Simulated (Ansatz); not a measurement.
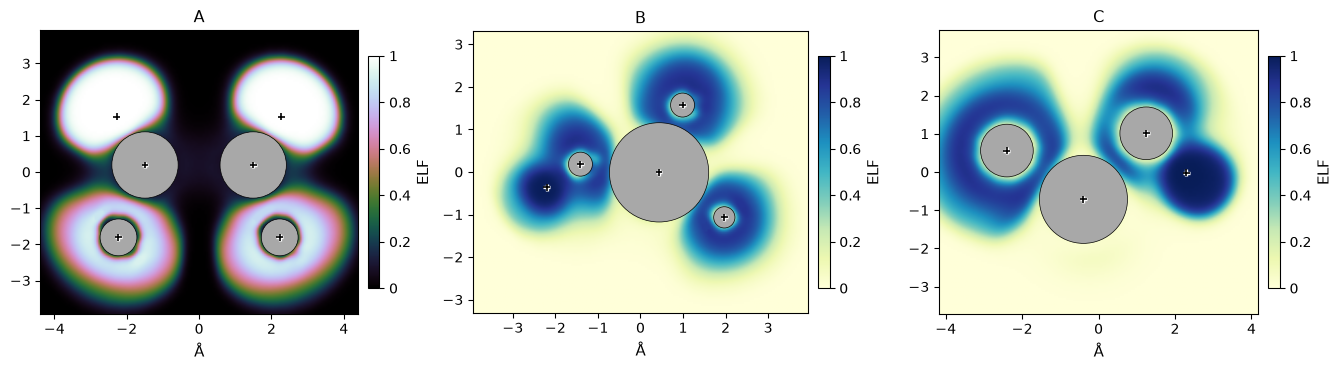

The electron localisation function of 3 systems, each on a plane through atoms (crosses mark nuclei in the plane; grey discs cover the cores).

The calculation used isolated molecule in a Gaussian basis; Kohn-Sham density functional theory, functional PBE0 (Ansatz).

System 1: Cl2H2Se2Ti (SMILES [Cl][Ti]([Cl])([SeH])[SeH]), the plane of atoms Se3, Ti5 and Se4. Geometry: PBE0-D4/def2-SVP.

```xyz
7

Cl    1.3640    0.8614    1.9959
Cl    0.1361   -2.2047    0.4710
Se   -1.7878    0.9496   -0.0293
Se    1.4845    0.6119   -1.6630
Ti    0.3496   -0.0486    0.3159
H    -2.2739    0.2717    1.1924
H     0.7886   -0.5091   -2.3286
```

System 2: Cl2F2Ga2H2 (SMILES [Cl][GaH-]1[F+][GaH-]([Cl])[F+]1), the plane of atoms Cl2, Ga6 and H8. Geometry: PBE0-D4/def2-SVP.

```yaml
atoms:
  - { symbol: Cl, position_ang: [0.0814, 2.3267, 1.7194] }
  - { symbol: Cl, position_ang: [-2.8542, -0.4560, -0.1483] }
  - { symbol: F, position_ang: [0.0941, 0.6196, -1.0709] }
  - { symbol: F, position_ang: [0.2244, -0.8344, 0.8905] }
  - { symbol: Ga, position_ang: [1.0996, 0.8564, 0.5618] }
  - { symbol: Ga, position_ang: [-0.8704, -1.0110, -0.6916] }
  - { symbol: H, position_ang: [2.6108, 0.6695, 0.3228] }
  - { symbol: H, position_ang: [-0.3856, -2.1708, -1.5836] }
```

System 3: F3HO2W, the plane of atoms O4, W6 and O5. Geometry: PBE0-D4/def2-SVP; core potentials replace the inner electrons of W.

```xyz
7

F    -0.2945   -0.6782   -1.7181
F    -1.0800    1.5584   -0.9631
F     0.2791    1.4502    1.1178
O    -1.6381   -0.5933    0.7646
O     1.0973   -0.9332    0.4663
W    -0.3491    0.1205   -0.0319
H     2.0464   -0.9924    0.3188
```

Match each panel to its system.

Answer. Panel A is system 2, Cl2F2Ga2H2: the plane holds Cl, Ga and H. Ga–Cl (2.13 Å): the ELF peaks at about 0.85 in the valence shell of Cl, 0.8 Å from its nucleus, and is about 0.55 at the midpoint. Panel B is system 3, F3HO2W: the plane holds F, O, W and H. W–O (1.67 Å): the ELF peaks at about 0.80 in the valence shell of O, 0.5 Å from its nucleus, and drops to about 0.35 between the two atoms. Panel C is system 1, Cl2H2Se2Ti: the plane holds Se, Ti and H. Ti–Se (2.37 Å): the ELF peaks at about 0.75 in the valence shell of Se, 1.0 Å from its nucleus, and is about 0.65 at the midpoint.
